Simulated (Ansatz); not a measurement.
Base system: BeSe in the zinc blende structure (space group F-43m, No. 216; a = 5.129 Å).

Perturbation: a fraction x = 0.25 of the Se sites is given to S, ordered in a cell of 8 atoms (starting symmetry Cm) and fully relaxed.

The values are results of plane-wave PAW DFT at the PBEsol level (Ansatz, an electronic-structure program, 420 eV), spin-orbit coupling left out, not measurements.

The zone is the changed cell's own and can be folded.

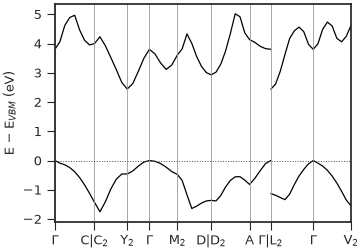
Highest valence and lowest conduction band along the path of the changed cell's own zone

### Question
Read the changed gap and its character from the plot.

### Answer
About 2.4 eV, indirect, Γ → L₂.

These are small ordered cells, not random alloys; other orderings at the same x differ. Stability against distortions was not tested. Labels are those of the standard path for the cell's own space group.
